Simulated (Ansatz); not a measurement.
# ClF2GeHO: molecular dynamics

The plan is to follow the molecule's vibrations and see whether its bonds hold. The start is relaxed first. Runs: 40 steps of 2.5 fs under a Langevin thermostat at 700 K; 80 steps of 0.5 fs under a Langevin thermostat at 300 K. SMILES of the start: [OH][Ge]([F])([F])[Cl].

Program: Ansatz 0.2.0. Level of theory: RKS CAM-B3LYP-D4/def2-SVP. These are calculated values, not measurements.

## Step 1: The system as given

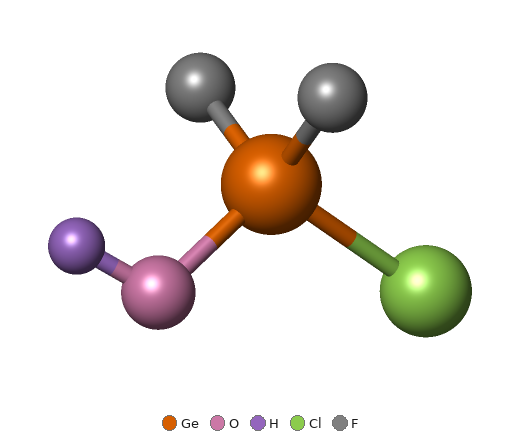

The starting structure, seen from a chosen angle (germanium orange, oxygen pink, hydrogen purple, chlorine green, fluorine grey).

Structure file:

```xyz
6

Ge    0.0000    0.0000    0.0000
O     0.0000    0.0000    1.7700
H    -0.9095   -0.2814    2.1071
Cl    2.0935    0.0000   -0.7393
F    -0.7913    1.3709   -0.5594
F    -0.7913   -1.3709   -0.5594
```

## Step 2: Relaxing the start

Contents of input.yaml:

```yaml
crystal:
  periodic: [false, false, false]
  atoms:
    - { symbol: Ge, position_ang: [0.0, 0.0, 0.0] }
    - { symbol: O, position_ang: [0.0, 0.0, 1.77] }
    - { symbol: H, position_ang: [-0.9095, -0.2814, 2.1071] }
    - { symbol: Cl, position_ang: [2.0935, 0.0, -0.7393] }
    - { symbol: F, position_ang: [-0.7913, 1.3709, -0.5594] }
    - { symbol: F, position_ang: [-0.7913, -1.3709, -0.5594] }
basis:
  gaussian: { orbitals: def2-SVP }
hamiltonian:
  xc: cam_b3lyp
  dispersion: d4
relax:
  f_tol: 0.02
  max_steps: 40
output:
  orbitals: {}
```

Run with:

```bash
ansatz run input.yaml --threads 2 --pin off --max-ram 3072MiB --backend cpu --events-out ev --progress --plain --runs-dir out
```

The program printed (excerpt; [...] marks lines left out):

```text
Warning: RAYON_NUM_THREADS=2 ignored (pool sized by the plan → 2); use --threads N
[...]
Functional definition: CAM-B3LYP
[...]
972 factors; integrals over basis functions are off by at most 3.5e-4 eV
245 factors; integrals over basis functions are off by at most 1.1e-6 eV
[...]
mean field -76526.26665333 eV, -2812.2884281432 hartree, gradient 6.5e-5 eV, S^2 0.000000; 0 other end points of the search recorded, 0 dependent functions left out
[...]
reference -76526.26675107 eV, -2812.2884317351 hartree; 38, 38 occupied and 59, 59 virtual orbitals, 972 factors
relax step   1: F+E_penalty+E_count = -76526.38800469 eV  Δ(F+E_penalty+E_count) = +0.000e0 eV  max|allowed force component| = 2.938e0 eV/Å  Δτ_max = 0.0000 Å  (28 SCF iters, accepted)
[...]
relax step   7: F+E_penalty+E_count = -76526.53631204 eV  Δ(F+E_penalty+E_count) = +8.543e-2 eV  max|allowed force component| = 2.295e0 eV/Å  Δτ_max = 0.1912 Å  (33 SCF iters, rejected (line search))
[...]
relax step   8: F+E_penalty+E_count = -76526.62209920 eV  Δ(F+E_penalty+E_count) = -3.550e-4 eV  max|allowed force component| = 1.721e-2 eV/Å  Δτ_max = 0.0291 Å  (28 SCF iters, accepted)
972 factors; integrals over basis functions are off by at most 4.3e-4 eV
245 factors; integrals over basis functions are off by at most 1.1e-6 eV
[...]
mean field -76526.49936502 eV, -2812.2969801403 hartree, gradient 8.5e-5 eV, S^2 0.000000; 1 other end points of the search recorded, 0 dependent functions left out
[...]
reference -76526.49946131 eV, -2812.2969836786 hartree; 38, 38 occupied and 59, 59 virtual orbitals, 972 factors
Total energy: -76526.62219548 eV, -2812.3014940763 hartree
Atom 0 at     0.040086    -0.025383     0.016463 Å, force     0.017208     0.001886    -0.013086 eV/Å
Atom 1 at     0.016768    -0.083596     1.746222 Å, force    -0.006897    -0.002663     0.000186 eV/Å
Atom 2 at    -0.866851    -0.163915     2.130061 Å, force    -0.001923     0.002596     0.006431 eV/Å
Atom 3 at     2.022992     0.018549    -0.671106 Å, force     0.001722    -0.000177     0.000121 eV/Å
Atom 4 at    -0.816592     1.338933    -0.560200 Å, force    -0.005740    -0.002008     0.004187 eV/Å
Atom 5 at    -0.795003    -1.365988    -0.642439 Å, force    -0.004371     0.000365     0.002161 eV/Å
Dipole moment:    -0.104774    -0.031391     0.293933 e Å
```

Run time: 43 s. Hardware: 2 threads of Intel Xeon Platinum 8259CL at 2.50GHz (Skylake/Cascade Lake), shared host; peak memory 0.28 GiB.

Relaxation path:

| step | energy from step 1 (eV) | largest force component (eV/Å) |
| --- | --- | --- |
| 1 | 0.0000 | 2.9377 |
| 2 | -0.2033 | 0.9750 |
| 3 | -0.2287 | 0.2311 |
| 4 | -0.2314 | 0.0688 |
| 5 | -0.2328 | 0.1902 |
| 6 | -0.2337 | 0.1002 |
| 7x | -0.1483 | 2.2947 |
| 8 | -0.2341 | 0.0172 |

Step 1 is the start. 1 step was tried and not accepted (marked x).

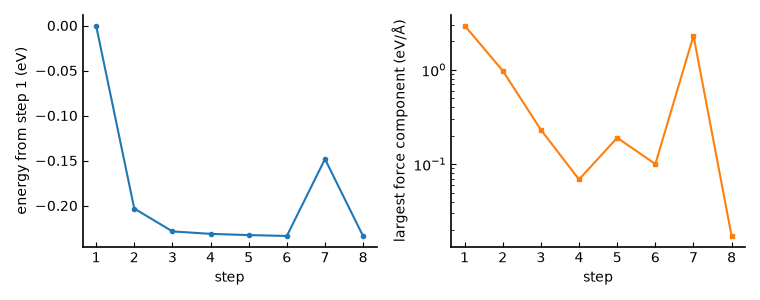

How energy and force went from step to step.

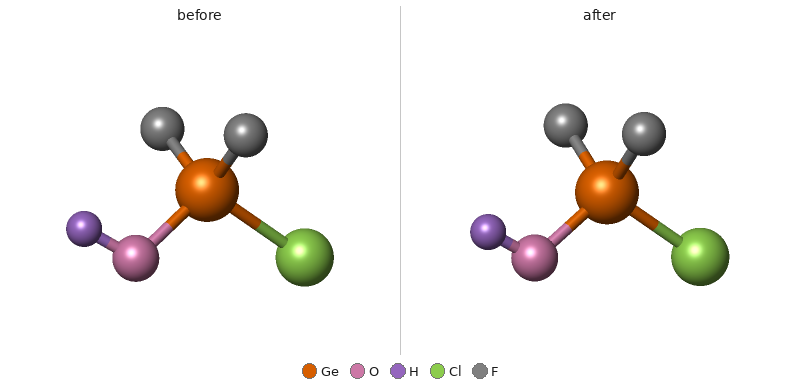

Before and after, at one scale.

After: Bond lengths: Ge1–O2 1.731 Å, O2–H3 0.967 Å, Ge1–Cl4 2.099 Å, Ge1–F5 1.711 Å, Ge1–F6 1.711 Å. Angles: Ge1–O2–H3 114.3°, O2–Ge1–Cl4 109.9°, O2–Ge1–F5 110.9°, O2–Ge1–F6 110.6°, Cl4–Ge1–F5 110.2°, Cl4–Ge1–F6 110.6°, F5–Ge1–F6 104.5°.

## Step 3: Run 1

40 steps of 2.5 fs under a Langevin thermostat at 700 K, from the relaxed start.

Contents of input.yaml:

```yaml
crystal:
  periodic: [false, false, false]
  atoms:
    - { symbol: Ge, position_ang: [0.040086, -0.025383, 0.016463] }
    - { symbol: O, position_ang: [0.016768, -0.083596, 1.746222] }
    - { symbol: H, position_ang: [-0.866851, -0.163915, 2.130061] }
    - { symbol: Cl, position_ang: [2.022992, 0.018549, -0.671106] }
    - { symbol: F, position_ang: [-0.816592, 1.338933, -0.5602] }
    - { symbol: F, position_ang: [-0.795003, -1.365988, -0.642439] }
basis:
  gaussian: { orbitals: def2-SVP }
hamiltonian:
  xc: cam_b3lyp
  dispersion: d4
md:
  timestep: 2.5
  n_steps: 40
  ensemble: nvt_langevin
  temperature: 700.0
  initial_velocities: maxwell_boltzmann
  seed: 488956
  friction: 0.005
```

Run with:

```bash
ansatz run input.yaml --threads 2 --pin off --max-ram 3072MiB --backend cpu --events-out ev --progress --plain --runs-dir out
```

The program printed (excerpt; [...] marks lines left out):

```text
Warning: RAYON_NUM_THREADS=2 ignored (pool sized by the plan → 2); use --threads N
[...]
[... 1 set-up line as earlier in the session ...]
[...]
974 factors; integrals over basis functions are off by at most 2.3e-4 eV
245 factors; integrals over basis functions are off by at most 1.1e-6 eV
[...]
mean field -76526.49938316 eV, -2812.2969808070 hartree, gradient 3.1e-5 eV, S^2 0.000000; 0 other end points of the search recorded, 0 dependent functions left out
[...]
reference -76526.49947890 eV, -2812.2969843253 hartree; 38, 38 occupied and 59, 59 virtual orbitals, 974 factors
md step     0: t =     0.00 fs  T =   583.3 K  F+E_penalty+E_count = -76526.62211733 eV  E_kin = 0.452410 eV  (28 SCF iters)
[...]
md step    10: t =    25.00 fs  T =   705.2 K  F+E_penalty+E_count = -76518.88122494 eV  E_kin = 0.546957 eV  (49 SCF iters, 15 dispersion substeps)
[...]
md step    30: t =    75.00 fs  T = 7750823.0 K  F+E_penalty+E_count = -76510.73632263 eV  E_kin = 6011.228259 eV  (270 SCF iters)
[...]
md step    39: t =    97.50 fs  T = 6170432.5 K  F+E_penalty+E_count = -76510.67130006 eV  E_kin = 4785.540562 eV  (189 SCF iters)
[...]
md step    40: t =   100.00 fs  T = 6015955.2 K  F+E_penalty+E_count = -76510.65471327 eV  E_kin = 4665.734177 eV  (582 SCF iters)
Total energy: -76510.65490738 eV, -2811.7147070615 hartree
Atom 0 at     0.036839     0.115398     0.063969 Å, force     0.624588    -0.274855    -0.450001 eV/Å
Atom 1 at    29.132901    15.244609    10.507143 Å, force    -0.000064     0.000082     0.000082 eV/Å
Atom 2 at  -472.170589  -249.725740  -138.932564 Å, force     0.000008     0.000014     0.000009 eV/Å
Atom 3 at     2.042354    -0.257337    -0.959747 Å, force    -0.999037     0.120712     0.432102 eV/Å
Atom 4 at    -0.764365     1.431652    -0.688421 Å, force     0.190334     0.832605    -0.108183 eV/Å
Atom 5 at    -1.209534    -0.990433    -0.388988 Å, force     0.184172    -0.678559     0.125990 eV/Å
Dipole moment:   -14.365950    -7.704009    -3.885337 e Å
```

It took 13 min on 2 threads of Intel Xeon Platinum 8259CL at 2.50GHz (Skylake/Cascade Lake), shared host; peak memory 0.34 GiB.

## Step 4: Frames and traces

One step in 3; energies are changes from step 0:

```csv
time (fs),T (K),potential energy change (meV/atom)
0.0,583,0.0
7.5,459,37.4
15.0,1681,237.3
22.5,1312,1211.8
30.0,279,1341.7
37.5,1055,1261.1
45.0,7669,371.4
52.5,9721051,2618.8
60.0,9019332,2633.3
67.5,8367409,2638.7
75.0,7750823,2647.6
82.5,7189013,2655.2
90.0,6665285,2658.6
97.5,6170432,2658.5
100.0,6015955,2661.2
```

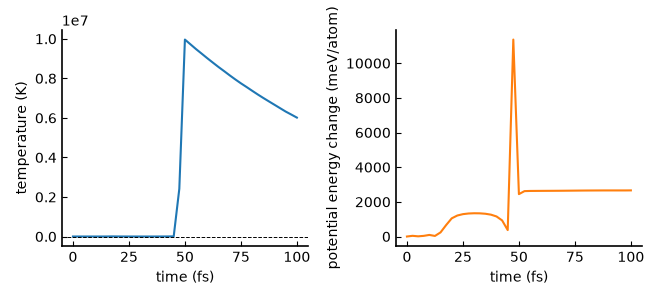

Traces against time; each panel has its own scale. The dashed line is the set temperature.

Bonds that form or break, judged by distance (formed within 1.15 times the sum of covalent radii and held on average over 10 fs, broken when stretched by half; pairs already stretched at the start don't count as bonds):

```csv
time (fs),bond,event
17.5,O2–H3,breaks
50.0,Ge1–O2,breaks
```

On run 1: The temperature runs away to 9963877 K: the integration has become unstable, and nothing after that is physical.

## Step 5: Run 2

80 steps of 0.5 fs under a Langevin thermostat at 300 K, from the relaxed start.

Changes to input.yaml since step 3:

```diff
@@ -15,8 +15,8 @@
 md:
-  timestep: 2.5
-  n_steps: 40
+  timestep: 0.5
+  n_steps: 80
   ensemble: nvt_langevin
-  temperature: 700.0
+  temperature: 300.0
   initial_velocities: maxwell_boltzmann
-  seed: 488956
+  seed: 764974
   friction: 0.005
```

Run with:

```bash
ansatz run input.yaml --threads 2 --pin off --max-ram 3072MiB --backend cpu --events-out ev --progress --plain --runs-dir out
```

The program printed (excerpt; [...] marks lines left out):

```text
Warning: RAYON_NUM_THREADS=2 ignored (pool sized by the plan → 2); use --threads N
[...]
[... 1 set-up line as earlier in the session ...]
[...]
974 factors; integrals over basis functions are off by at most 2.3e-4 eV
245 factors; integrals over basis functions are off by at most 1.1e-6 eV
[...]
mean field -76526.49938316 eV, -2812.2969808070 hartree, gradient 3.1e-5 eV, S^2 0.000000; 0 other end points of the search recorded, 0 dependent functions left out
[...]
reference -76526.49947890 eV, -2812.2969843253 hartree; 38, 38 occupied and 59, 59 virtual orbitals, 974 factors
md step     0: t =     0.00 fs  T =   250.0 K  F+E_penalty+E_count = -76526.62211733 eV  E_kin = 0.193890 eV  (28 SCF iters)
[...]
md step    10: t =     5.00 fs  T =   208.1 K  F+E_penalty+E_count = -76526.59776191 eV  E_kin = 0.161416 eV  (32 SCF iters)
[...]
md step    20: t =    10.00 fs  T =   127.5 K  F+E_penalty+E_count = -76526.56672537 eV  E_kin = 0.098856 eV  (27 SCF iters)
[...]
md step    30: t =    15.00 fs  T =   108.5 K  F+E_penalty+E_count = -76526.56024737 eV  E_kin = 0.084177 eV  (27 SCF iters)
[...]
md step    38: t =    19.00 fs  T =   122.5 K  F+E_penalty+E_count = -76526.57438134 eV  E_kin = 0.095036 eV  (33 SCF iters)
md step    39: t =    19.50 fs  T =   115.9 K  F+E_penalty+E_count = -76526.57291884 eV  E_kin = 0.089855 eV  (28 SCF iters)
```

## Step 6: More of the same log: dynamics from the start

The log, continued (excerpt; [...] marks lines left out):

```text
md step    40: t =    20.00 fs  T =   118.5 K  F+E_penalty+E_count = -76526.57290970 eV  E_kin = 0.091927 eV  (25 SCF iters)
[...]
md step    50: t =    25.00 fs  T =   141.9 K  F+E_penalty+E_count = -76526.57346748 eV  E_kin = 0.110089 eV  (26 SCF iters)
[...]
md step    60: t =    30.00 fs  T =   145.9 K  F+E_penalty+E_count = -76526.56028947 eV  E_kin = 0.113144 eV  (29 SCF iters)
[...]
md step    70: t =    35.00 fs  T =   105.3 K  F+E_penalty+E_count = -76526.53792768 eV  E_kin = 0.081695 eV  (26 SCF iters)
[...]
md step    79: t =    39.50 fs  T =   109.0 K  F+E_penalty+E_count = -76526.54373270 eV  E_kin = 0.084573 eV  (26 SCF iters)
[...]
md step    80: t =    40.00 fs  T =   117.7 K  F+E_penalty+E_count = -76526.54584454 eV  E_kin = 0.091251 eV  (28 SCF iters)
Total energy: -76526.54594074 eV, -2812.2986917665 hartree
Atom 0 at     0.025574    -0.014563     0.006457 Å, force     1.286687    -0.951596     0.495091 eV/Å
Atom 1 at     0.108356    -0.137766     1.743099 Å, force    -0.365783     0.217431    -0.186806 eV/Å
Atom 2 at    -0.544413     0.420134     2.198568 Å, force     0.129174    -0.194243    -0.092547 eV/Å
Atom 3 at     2.025151     0.072725    -0.705926 Å, force    -0.370866     0.143406    -0.002198 eV/Å
Atom 4 at    -0.977378     1.250060    -0.448345 Å, force    -0.550448     1.091890    -0.262153 eV/Å
Atom 5 at    -0.705528    -1.350193    -0.753093 Å, force    -0.128766    -0.306888     0.048613 eV/Å
Dipole moment:    -0.076787     0.242684     0.319696 e Å
```

Wall time 5.9 min (2 threads of Intel Xeon Platinum 8259CL at 2.50GHz (Skylake/Cascade Lake), shared host); peak memory 0.28 GiB.

## Step 7: Frames and traces

One step in 4; energies are changes from step 0:

```csv
time (fs),T (K),potential energy change (meV/atom)
0.0,250,0.0
2.0,245,2.5
4.0,217,2.7
6.0,189,6.4
8.0,154,8.1
10.0,127,9.2
12.0,115,10.4
14.0,112,9.7
16.0,110,10.0
18.0,132,7.7
20.0,119,8.2
22.0,146,6.9
24.0,138,8.3
26.0,144,7.5
28.0,143,8.9
30.0,146,10.3
32.0,130,12.6
34.0,106,14.1
36.0,100,14.8
38.0,118,14.5
40.0,118,12.7
```

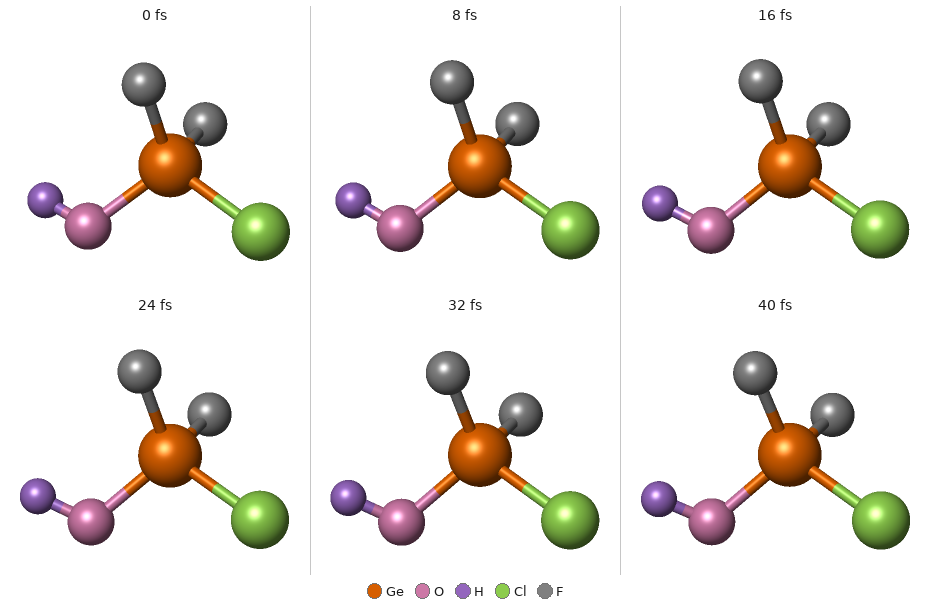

The system at six times, viewed from a chosen angle. Sticks join atoms within a bonding distance in each frame.

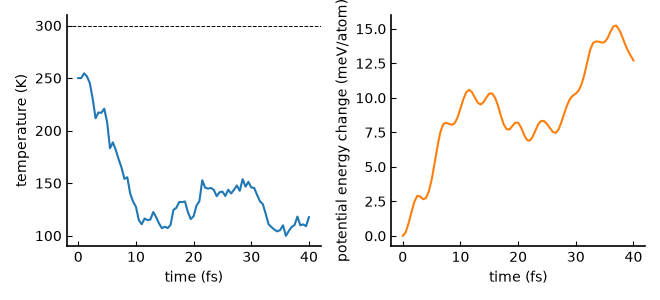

Time series of the run, each on its own scale. The dashed line is the set temperature.

## Step 8: Positions and forces

Extended XYZ, with forces in eV/Å:

```xyz
6
time_fs=5.0 T=208 dE=0.0244
Ge    0.044   -0.025    0.026   -0.751    0.012   -1.047
O     0.048   -0.091    1.740   -0.495    0.000    0.608
H    -0.845   -0.082    2.130    0.368   -0.009   -0.071
Cl    2.007    0.026   -0.679    0.253    0.030   -0.096
F    -0.853    1.338   -0.559    0.349   -0.500    0.292
F    -0.788   -1.376   -0.665    0.276    0.466    0.315
6
time_fs=10.0 T=127 dE=0.0554
Ge    0.046   -0.025    0.030   -1.260    0.186   -1.409
O     0.070   -0.095    1.738    0.283   -0.036    0.367
H    -0.794   -0.004    2.141   -0.462    0.034    0.327
Cl    1.993    0.035   -0.684    0.488    0.056   -0.192
F    -0.887    1.333   -0.556    0.608   -0.793    0.479
F    -0.781   -1.376   -0.681    0.342    0.553    0.427
6
time_fs=15.0 T=109 dE=0.0619
Ge    0.044   -0.028    0.029   -1.328    0.453   -1.073
O     0.088   -0.104    1.743   -0.855    0.192    0.790
H    -0.769    0.089    2.185    0.694   -0.180   -0.338
Cl    1.987    0.040   -0.686    0.581    0.075   -0.242
F    -0.912    1.324   -0.548    0.704   -0.848    0.531
F    -0.769   -1.369   -0.690    0.204    0.308    0.333
6
time_fs=20.0 T=119 dE=0.0492
Ge    0.041   -0.029    0.024   -0.894    0.602   -0.249
O     0.102   -0.108    1.753    0.527   -0.190   -0.487
H    -0.688    0.173    2.203   -0.719    0.217    0.392
Cl    1.988    0.045   -0.686    0.536    0.085   -0.246
F    -0.928    1.306   -0.537    0.580   -0.593    0.446
F    -0.756   -1.358   -0.698   -0.030   -0.121    0.144
6
time_fs=25.0 T=142 dE=0.0487
Ge    0.036   -0.027    0.016   -0.118    0.383    0.494
O     0.115   -0.117    1.759   -0.839    0.399   -0.070
H    -0.664    0.272    2.215    0.595   -0.351   -0.373
Cl    1.995    0.050   -0.686    0.386    0.101   -0.225
F    -0.937    1.285   -0.520    0.219   -0.028    0.222
F    -0.741   -1.347   -0.711   -0.244   -0.504   -0.049
6
time_fs=30.0 T=146 dE=0.0618
Ge    0.031   -0.021    0.010    0.788   -0.378    0.852
O     0.117   -0.126    1.756    0.109   -0.119   -0.774
H    -0.598    0.332    2.198   -0.401    0.187    0.278
Cl    2.006    0.057   -0.687    0.129    0.117   -0.163
F    -0.943    1.261   -0.494   -0.344    0.783   -0.102
F    -0.728   -1.344   -0.724   -0.281   -0.590   -0.091
6
time_fs=35.0 T=105 dE=0.0842
Ge    0.027   -0.017    0.006    1.358   -0.963    0.915
O     0.116   -0.134    1.749   -0.293    0.146   -0.426
H    -0.560    0.393    2.200    0.018   -0.095    0.000
Cl    2.015    0.066   -0.695   -0.107    0.131   -0.098
F    -0.954    1.248   -0.469   -0.730    1.314   -0.321
F    -0.715   -1.345   -0.738   -0.246   -0.533   -0.069
6
time_fs=40.0 T=118 dE=0.0763
Ge    0.026   -0.015    0.006    1.287   -0.952    0.495
O     0.108   -0.138    1.743   -0.366    0.217   -0.187
H    -0.544    0.420    2.199    0.129   -0.194   -0.092
Cl    2.025    0.073   -0.706   -0.371    0.143   -0.002
F    -0.977    1.250   -0.448   -0.550    1.092   -0.262
F    -0.706   -1.350   -0.753   -0.129   -0.307    0.049
```

Reading of run 2. Against a set 300 K the second half averages 129 K, going from 119 to 118 K over that half; 11 meV/atom has gone into potential energy, and a thermostat that acts over some 200 fs has not made it up in 40 fs. The bonding pattern survives the run.

## Step 9: What came out

| quantity | value |
| --- | --- |
| relaxation of the start | 6 moves, 0.234 eV lower |
| run 1: length | 40 steps of 2.5 fs |
| run 1: temperature, first and last step | 583 and 6015955 K |
| run 1: temperature, second half | mean 7841335 K, from 6015955 to 9963877 K |
| run 1: potential energy, second half | +2637 meV/atom from this run's first step |
| run 1: bonds formed or broken | 2 |
| run 2: length | 80 steps of 0.5 fs |
| run 2: temperature, first and last step | 250 and 118 K |
| run 2: temperature, second half | mean 129 K, from 100 to 154 K |
| run 2: potential energy, second half | +11 meV/atom from this run's first step |
| run 2: bonds formed or broken | 0 |

Mean temperatures of the second halves: none that means anything (unstable run), 129 K. Bonds changed in run 1 (an artefact of the unstable or too long step). 40 fs on 6 atoms is far too short and small for converged averages. The nuclei move classically, without zero-point motion, which matters most for hydrogen.
